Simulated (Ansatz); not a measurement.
**The cluster GeSe₂: a spread of methods and bases**

How do the results and run time of the cluster GeSe₂ respond when the settings are drawn wide?

Computed with Ansatz 0.2.0, Gaussian basis. Level: the settings change from run to run.

1 further run of the same task is left out (set aside as unsound or not needed). Runs told in other sessions of the task aren't counted.

**1. The relaxed structure**

An earlier r2SCAN-D4 in a triple-zeta def2 set relaxation fixed the geometry.

3 atoms, charge 0, spin multiplicity 1.

Atoms are counted from 1 here; the program's logs count them from 0.

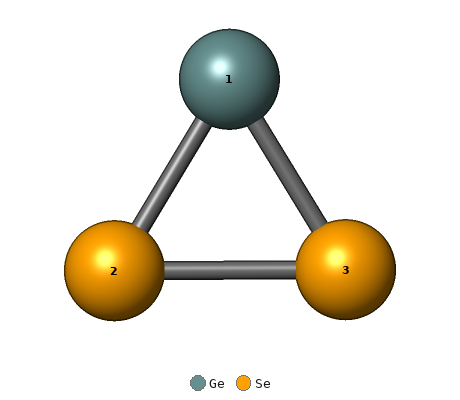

The structure; germanium teal, selenium orange; atoms are numbered from 1 in the order of the file.

**2. r2SCAN0/def2-mTZVPP**

This run has atoms shaken by 0.08 Å, D3(BJ) with three-body dispersion.

Input file in.yaml:

```yaml
crystal:
  periodic: [false, false, false]
  atoms:
    - {symbol: Ge, position_ang: [0.135695, -0.750636, -1.194152]}
    - {symbol: Se, position_ang: [0.661543, 1.392933, 0.242950]}
    - {symbol: Se, position_ang: [-1.085924, -0.577794, 0.944288]}
basis:
  gaussian: {orbitals: def2-mTZVPP}
hamiltonian: {xc: {name: r2SCAN0}, dispersion: d3bjatm}
```

Run with:

```
> ansatz run in.yaml --threads 4 --pin off --events-out ev --progress --plain --max-ram 3916MiB
```

The log of the run:

```text
Functional definition: r2SCAN0
  name "r2SCAN0"
  cite "Bursch, Neugebauer, Ehlert & Grimme, J. Chem. Phys. 156, 134105 (2022) doi:10.1063/5.0086040"
  cite "Furness, Kaplan, Ning, Perdew & Sun, J. Phys. Chem. Lett. 11, 8208 (2020) doi:10.1021/acs.jpclett.0c02405"
  cite "Furness, Kaplan, Ning, Perdew & Sun, J. Phys. Chem. Lett. 11, 9248 (2020) doi:10.1021/acs.jpclett.0c03077"
  parent r2scan
  parameter a = 0.25
  parameter k0 = 0.174
  parameter k1 = 0.065
  parameter a1 = 4.9479
  exchange = (1 - a)*r2scan_x(k0 = k0, k1 = k1, a1 = a1) + a*exact_x
  correlation = r2scan_c
990 factors; integrals over basis functions are off by at most 6.8e-4 eV
mean field evaluation 1: about -187215.0150 eV, gradient 1.8e1 eV
mean field evaluation 2: about -187210.3032 eV, gradient 4.2e1 eV
mean field evaluation 4: about -187216.0218 eV, gradient 4.8e0 eV
mean field evaluation 8: about -187216.0990 eV, gradient 2.3e-2 eV
mean field evaluation 16: about -187216.0990 eV, gradient 1.6e-5 eV
mean field -187216.09901192 eV, -6880.0647390585 hartree, gradient 1.6e-5 eV, S^2 0.000000; 0 other end points of the search recorded, 0 dependent functions left out
reference -187216.09901833 eV, -6880.0647392941 hartree; 50, 50 occupied and 58, 58 virtual orbitals, 990 factors
Total energy: -187216.13794438 eV, -6880.0661697998 hartree
```

Run time: 2 s. Hardware: 4 threads of Arm Neoverse V2, shared host.

**3. SPW92/def2-SVP**

Set apart from the defaults: charge -1, multiplicity 2, the search for lower states set to off.

Input file in.yaml:

```yaml
crystal:
  periodic: [false, false, false]
  atoms:
    - {symbol: Ge, position_ang: [0.222673, -0.622095, -1.166977]}
    - {symbol: Se, position_ang: [0.687283, 1.175455, 0.275305]}
    - {symbol: Se, position_ang: [-0.909956, -0.553360, 0.891671]}
basis:
  gaussian: {orbitals: def2-SVP}
total_charge: -1
magnetization: {spin_polarized: true, initial_magnetization: 1}
hamiltonian: {xc: {name: SPW92}}
scf: {lower_state_search: off}
output: {forces: true}
```

Launched as before.

The log of the run, shortened:

```text
Functional definition: SPW92
  name "SPW92"
  cite "Dirac, Proc. Camb. Phil. Soc. 26, 376 (1930) doi:10.1017/S0305004100016108"
  cite "Slater, Phys. Rev. 81, 385 (1951) doi:10.1103/PhysRev.81.385"
  cite "Perdew & Wang, Phys. Rev. B 45, 13244 (1992) doi:10.1103/PhysRevB.45.13244"
[...]
1043 factors; their error is unknown
[...]
mean field -186924.88569452 eV, -6869.3628470353 hartree, gradient 1.4e-6 eV, S^2 0.751303; 0 other end points of the search recorded, 0 dependent functions left out
[...]
reference -186924.88571745 eV, -6869.3628478780 hartree; 51, 50 occupied and 45, 46 virtual orbitals, 1043 factors
Total energy: -186924.88571745 eV, -6869.3628478780 hartree
Atom 0 at     0.222673    -0.622095    -1.166977 Å, force     0.338516    -0.940511    -1.767543 eV/Å
Atom 1 at     0.687283     1.175455     0.275305 Å, force    -0.182236     0.455117     0.887412 eV/Å
Atom 2 at    -0.909956    -0.553360     0.891671 Å, force    -0.156280     0.485395     0.880131 eV/Å
Dipole moment:    -0.034444     0.095836     0.180022 e Å
Checks for a lower state left out: stability, starts, cluster_reference, orbital_swaps, neighbouring_geometries, increment
```

Wall time 0.55 s (4 threads of Arm Neoverse V2, shared host).

Largest force 2.031 eV/Å, ⟨S²⟩ 0.751.

**4. wPBEh/def2-SVPD**

Options: atoms shaken by 0.08 Å.

Input file in.yaml:

```yaml
crystal:
  periodic: [false, false, false]
  atoms:
    - {symbol: Ge, position_ang: [0.200370, -0.528979, -1.123441]}
    - {symbol: Se, position_ang: [0.753365, 1.156125, 0.305175]}
    - {symbol: Se, position_ang: [-0.888386, -0.618890, 0.886042]}
basis:
  gaussian: {orbitals: def2-SVPD}
hamiltonian: {xc: {name: wPBEh}}
scf: {omitted_lower_state_checks: [starts]}
```

The command is unchanged.

The log of the run, shortened:

```text
Functional definition: wPBEh
  name "wPBEh"
  cite "Heyd, Scuseria & Ernzerhof, J. Chem. Phys. 118, 8207 (2003) doi:10.1063/1.1564060"
  cite "Krukau, Vydrov, Izmaylov & Scuseria, J. Chem. Phys. 125, 224106 (2006) doi:10.1063/1.2404663"
  cite "Heyd & Scuseria, J. Chem. Phys. 120, 7274 (2004) doi:10.1063/1.1668634"
  cite "Ernzerhof & Perdew, J. Chem. Phys. 109, 3313 (1998) doi:10.1063/1.476928"
  cite "Perdew, Burke & Ernzerhof, Phys. Rev. Lett. 77, 3865 (1996) doi:10.1103/PhysRevLett.77.3865"
  parent pbe
[...]
1148 factors; integrals over basis functions are off by at most 5.9e-4 eV
61 factors; integrals over basis functions are off by at most 3.7e-5 eV
[...]
mean field -187172.51335450 eV, -6878.4629956917 hartree, gradient 2.2e-5 eV, S^2 0.000000; 0 other end points of the search recorded, 0 dependent functions left out
reference -187172.51340532 eV, -6878.4629975590 hartree; 50, 50 occupied and 70, 70 virtual orbitals, 1148 factors
Total energy: -187172.51340532 eV, -6878.4629975590 hartree
Checks for a lower state left out: starts
```

It took 1.6 s on 4 threads of Arm Neoverse V2, shared host.

**5. wB97M-V/STO-3G**

Set apart from the defaults: atoms shaken by 0.15 Å.

Input file in.yaml:

```yaml
crystal:
  periodic: [false, false, false]
  atoms:
    - {symbol: Ge, position_ang: [-0.012116, -0.608209, -1.164328]}
    - {symbol: Se, position_ang: [0.653131, 1.130389, 0.223512]}
    - {symbol: Se, position_ang: [-0.896352, -0.742788, 1.148106]}
basis:
  gaussian: {orbitals: STO-3G}
hamiltonian: {xc: {name: wB97M-V}}
scf: {omitted_lower_state_checks: [starts]}
output: {forces: true}
```

Same command.

The log of the run, shortened:

```text
Functional definition: wB97M-V
  name "wB97M-V"
  cite "Mardirossian & Head-Gordon, J. Chem. Phys. 144, 214110 (2016) doi:10.1063/1.4952647"
  cite "Becke, J. Chem. Phys. 107, 8554 (1997) doi:10.1063/1.475007"
  cite "Vydrov & Van Voorhis, J. Chem. Phys. 133, 244103 (2010) doi:10.1063/1.3521275"
  # Of w^i u^j: cxij and so on, Table III.
[...]
  gx(w, u) = 1 - cx + cx01*u + cx10*w
  gss(w, u) = css00 + css04*u^4 + css10*w + css20*w^2 + css43*w^4*u^3
  gos(w, u) = cos00 + cos10*w + (cos20 + cos21*u)*w^2 + (cos60 + cos61*u)*w^6
[...]
      + integral(e_c_pw_mod_opposite_spin*gos(b97_w_opposite, b97_u_opposite)) + vv10(b, c)
[...]
534 factors; integrals over basis functions are off by at most 2.0e-5 eV
127 factors; integrals over basis functions are off by at most 6.1e-7 eV
[...]
mean field -185121.29316817 eV, -6803.0820442109 hartree, gradient 1.6e-5 eV, S^2 0.000000; 0 other end points of the search recorded, 0 dependent functions left out
[...]
reference -185121.29318853 eV, -6803.0820449590 hartree; 50, 50 occupied and 4, 4 virtual orbitals, 534 factors
Total energy: -185121.29318853 eV, -6803.0820449590 hartree
Atom 0 at    -0.012116    -0.608209    -1.164328 Å, force    -0.394618     1.085967     3.221078 eV/Å
Atom 1 at     0.653131     1.130389     0.223512 Å, force    -1.821412    -2.855912    -0.162376 eV/Å
Atom 2 at    -0.896352    -0.742788     1.148106 Å, force     2.216031     1.769945    -3.058702 eV/Å
Dipole moment:     0.048682    -0.155564    -0.438615 e Å
Checks for a lower state left out: starts
```

Run time: 2 s. Hardware: 4 threads of Arm Neoverse V2, shared host.

Largest force 4.171 eV/Å, dipole 2.25 D.

**6. All runs side by side**

```csv
level,charge,multiplicity,geometry,functions,energy (eV),time
r2SCAN0/def2-mTZVPP,0,1,shaken,108,-187216.138,2 s
SPW92/def2-SVP,-1,2,relaxed,96,-186924.886,0.55 s
wPBEh/def2-SVPD,0,1,shaken,120,-187172.513,1.6 s
wB97M-V/STO-3G,0,1,shaken,54,-185121.293,2 s
```

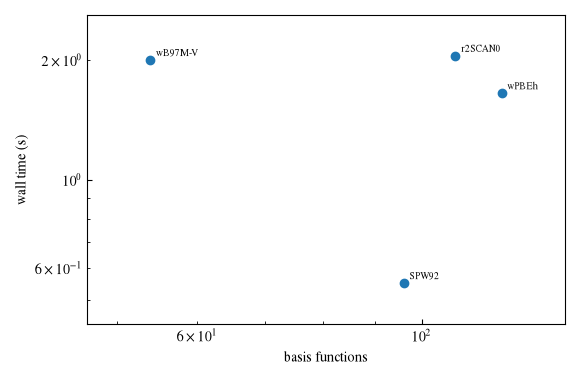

Wall time against the number of basis functions (shared host).

**7. What came out**

| quantity | value |
| --- | --- |
| runs | 4 |
| quickest | SPW92/def2-SVP, 0.55 s |
| slowest | r2SCAN0/def2-mTZVPP, 2 s |

What this shows: The runs differ in state or geometry as well as level, so their energies can't be set against each other. Run time spans a factor of 4, from SPW92/def2-SVP to r2SCAN0/def2-mTZVPP. The jobs differ in tasks and options as well as level.
